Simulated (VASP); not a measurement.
Band structure of KZnF3 (cubic perovskite). Computed with TPSS meta-GGA, VASP's PBE PAW potentials (set 64) (plane waves; VASP).

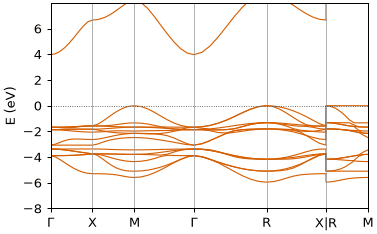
Figure: Bands along high-symmetry lines, zero at the valence-band maximum or, without a gap, the Fermi level

Question: Read the plot: is there a gap, and where are the band edges?

Answer: The gap is indirect, 3.97 eV, from the valence maximum at R to the conduction minimum at Γ.

The compound is KZnF3 in the cubic perovskite structure. It was relaxed first.
